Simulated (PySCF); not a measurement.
## Electronic structure of C$_{6}$H$_{13}$B in real space

```yaml
atoms:
  - { symbol: B, position_ang: [1.3858, -0.1821, 1.6566] }
  - { symbol: C, position_ang: [1.8449, -0.1150, 0.1645] }
  - { symbol: C, position_ang: [0.4536, 0.3939, -0.1434] }
  - { symbol: C, position_ang: [0.2923, 1.8893, -0.1942] }
  - { symbol: C, position_ang: [-0.6061, -0.4048, -0.3635] }
  - { symbol: C, position_ang: [-0.5714, -1.9024, -0.3684] }
  - { symbol: C, position_ang: [-1.9541, 0.1807, -0.6834] }
  - { symbol: H, position_ang: [1.4311, 0.7768, 2.3278] }
  - { symbol: H, position_ang: [0.9678, -1.1779, 2.1064] }
  - { symbol: H, position_ang: [2.5880, 0.6266, -0.1132] }
  - { symbol: H, position_ang: [2.0695, -1.0460, -0.3466] }
  - { symbol: H, position_ang: [0.0227, 2.2087, -1.2021] }
  - { symbol: H, position_ang: [-0.4955, 2.2248, 0.4797] }
  - { symbol: H, position_ang: [1.2151, 2.3883, 0.0859] }
  - { symbol: H, position_ang: [-1.2902, -2.2884, 0.3542] }
  - { symbol: H, position_ang: [-0.8647, -2.2726, -1.3524] }
  - { symbol: H, position_ang: [0.4065, -2.2988, -0.1225] }
  - { symbol: H, position_ang: [-2.6706, -0.6030, -0.9151] }
  - { symbol: H, position_ang: [-1.8952, 0.8580, -1.5355] }
  - { symbol: H, position_ang: [-2.3348, 0.7547, 0.1620] }
```

Geometry: GFN2-xTB.

Method: PySCF 2.14.0, CAM-B3LYP/def2-SVPD, SCF density, gas phase.

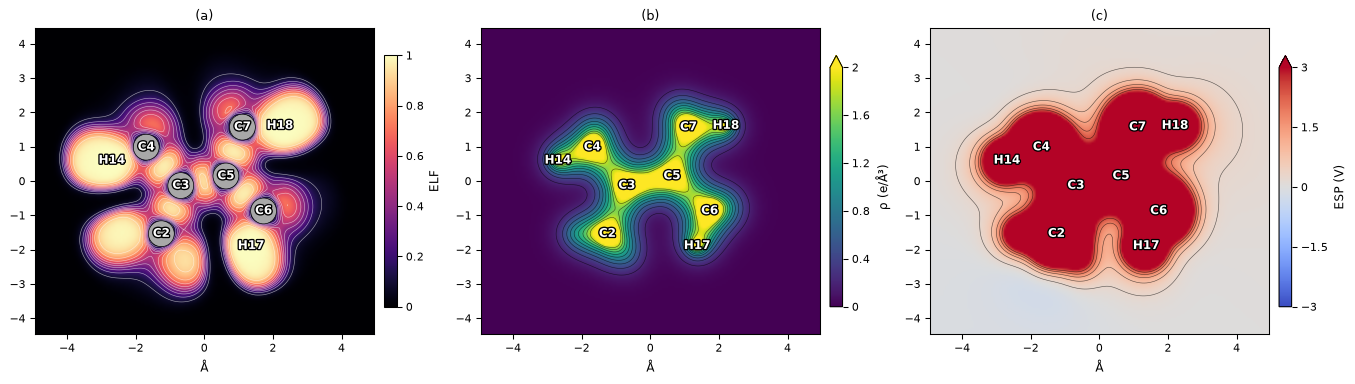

Figure 1. (a) ELF; (b) total electron density; (c) molecular electrostatic potential on the plane of atoms C2, C3 and C5. Grey discs cover the atomic cores in the ELF map.

> Interpret the plot.

The plane passes through C and H nuclei.
C–C (1.35 Å): ρ at the midpoint is about 2.3 e/Å³; the ELF peaks at about 0.95 between the atoms (a short, multiple covalent bond).
C–H (1.08 Å): ρ at the midpoint is about 2 e/Å³; the ELF climbs to about 1 towards the hydrogen, as it does in any bond to H; a covalent bond by its length.
C–C (1.50 Å): ρ is about 1.7 e/Å³ halfway; the ELF peaks at about 0.95 between the atoms: a shared electron pair.
The potential has no marked negative region in this plane.

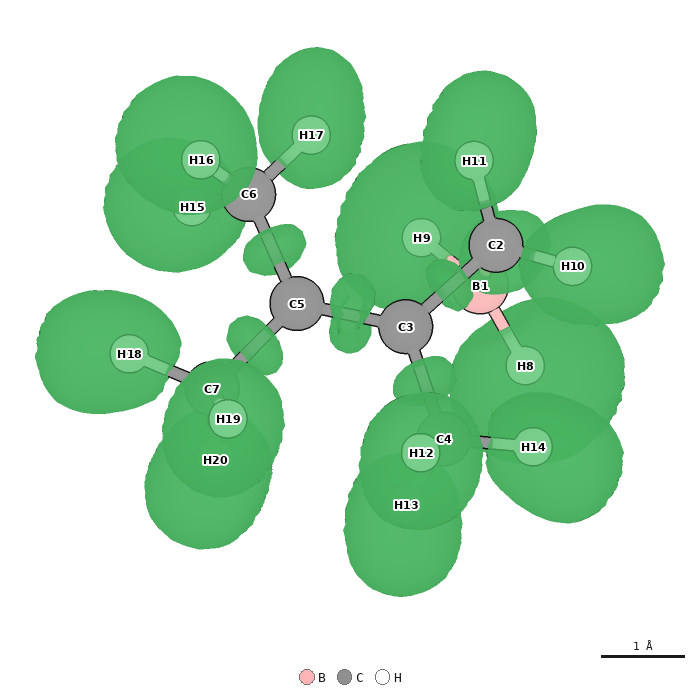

Figure 2. Isosurface of the electron localisation function at 0.85 (green), seen at a tilt. Core shells and regions of very low density are left out.

> Where are the electrons localised?

At this value the surface marks out one region between bonded B–C atoms (shared pairs), five regions between bonded C–C atoms (shared pairs) and 13 regions around hydrogen nuclei. Along the contacts the grid gives the following. C–B (1.56 Å): the ELF peaks at about 0.95 between the atoms; a covalent bond.

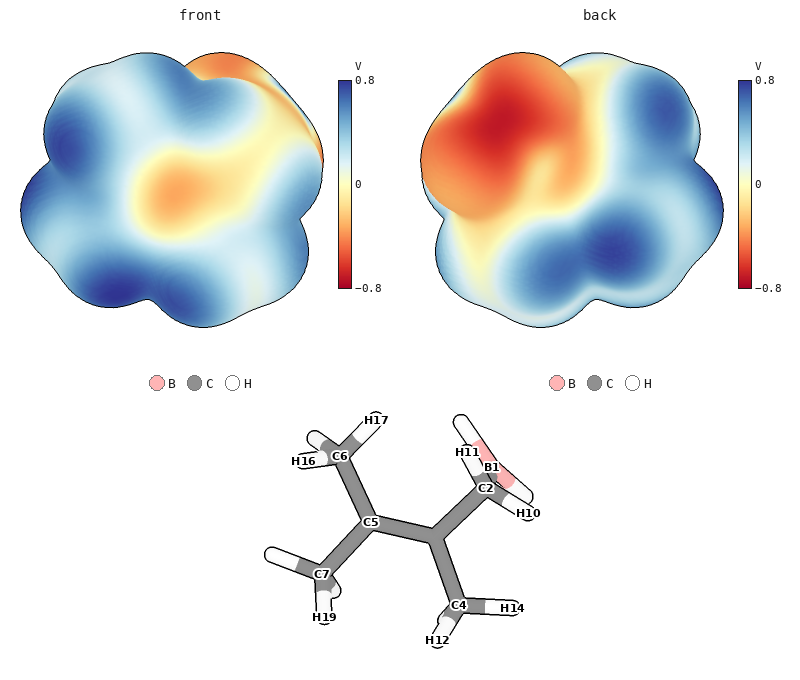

Figure 3. The molecular electrostatic potential painted on the density surface at 0.002 e/bohr³, seen from the front and from behind; red is negative and blue positive. The bare structure is drawn below in the same view.

> Where is the surface potential most negative and most positive?

The most negative region (about −0.7 V, or −16 kcal/mol for a unit charge) lies over H9, the most positive (about +0.8 V, or +18 kcal/mol for a unit charge) over the B and H atoms.
